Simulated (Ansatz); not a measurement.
ClGeH$_{3}$O···H (doublet)

The calculation's input:

```
crystal:
  periodic: [false, false, false]
  atoms:
    - { symbol: Ge, position_ang: [0.0, 0.0, 0.0] }
    - { symbol: Cl, position_ang: [0.0, 0.0, 2.47] }
    - { symbol: H, position_ang: [1.4616, 0.0, -0.5162] }
    - { symbol: O, position_ang: [-0.8337, 1.4443, -0.5894] }
    - { symbol: H, position_ang: [-1.7915, 1.2136, -0.8118] }
    - { symbol: H, position_ang: [-0.73, -1.2648, -0.5162] }
    - { symbol: H, position_ang: [0.0, 0.0, 4.14] }
magnetization:
  spin_polarized: true
  initial_magnetization: 1
basis:
  gaussian: { orbitals: def2-SVP }
hamiltonian:
  xc: pbe
  dispersion: d4
relax:
  f_tol: 0.15
  max_steps: 25
  restrain:
    - { distance: [1, 6], at: 2.57, k: 30.0 }
    - { distance: [0, 1], at: 2.22, k: 30.0 }
output:
  orbitals: {}
```

Command:

```sh
ansatz run input.yaml --threads 2 --pin off --max-ram 3072MiB --backend cpu --events-out ev --progress --plain --runs-dir out
```

The fields are those of the run's last geometry, not of the input's.

Computed with UKS PBE-D4/def2-SVP (Ansatz).

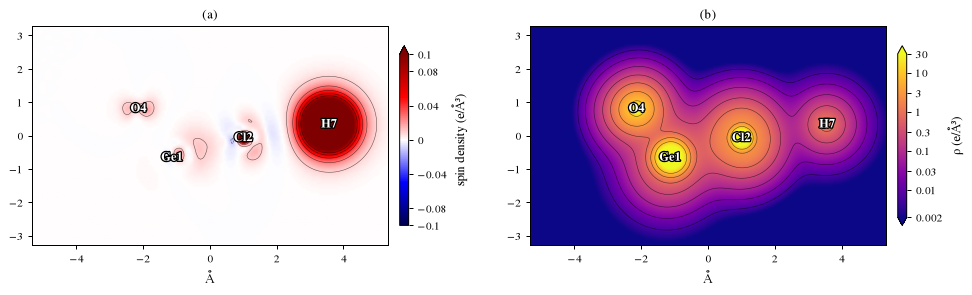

Figure 1. (a) spin density (α minus β); (b) electron density on the plane of atoms Cl2, Ge1 and O4.

**Describe what can be read from this map.**

Atoms in the plane: Ge, Cl, O and H.
Cl2···H7 (2.57 Å): the density falls to about 0.1 e/Å³ on the way.
Ge–O (1.79 Å): the density is about 0.93 e/Å³ at the midpoint.
Ge–Cl (2.21 Å): the density is about 0.65 e/Å³ at the midpoint.
The unpaired spin (1 electron) lies mostly on H7 (about 0.9), in electrons by Hirshfeld's partition.

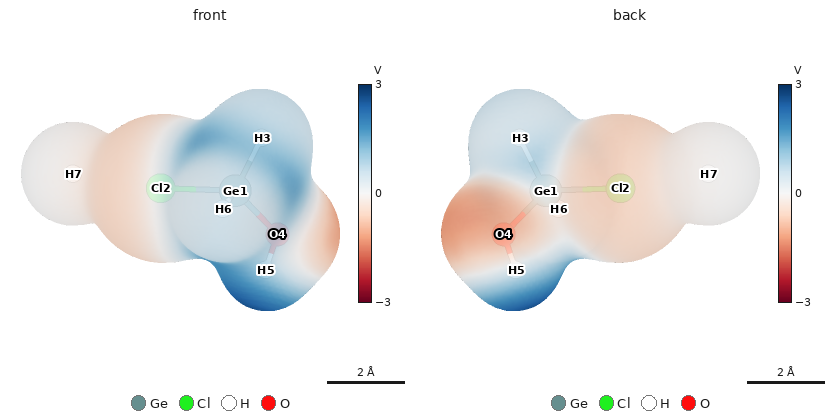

Figure 2. The electrostatic potential painted on the density surface at 0.002 e/bohr³, seen from the front and from behind; the colour scale runs from red (negative) to blue (positive).

**Describe the electrostatic potential map.**

The most negative region (about −1.3 V) lies over O4, the most positive (about +2.5 V) over H5. O4 is the likeliest acceptor of a hydrogen bond.

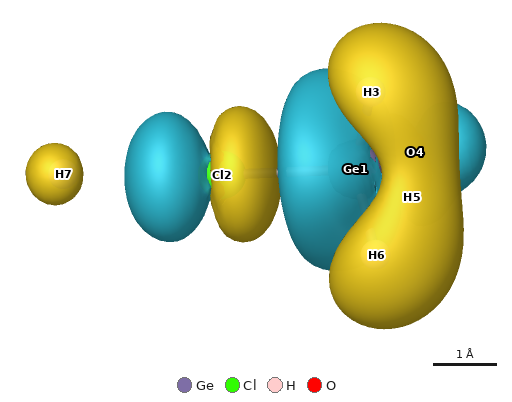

Figure 3. The LUMO (α) at ±0.08 Å⁻³ᐟ² (yellow and cyan are the two phases), seen from one side.

**Where does this orbital lie, and at what energy?**

By Hirshfeld shares it lies mainly on Ge1 (about 40 %), Cl2 (about 25 %), O4 (about 10 %), H6 (about 10 %) and H3 (about 10 %). Its energy is −0.90 eV.
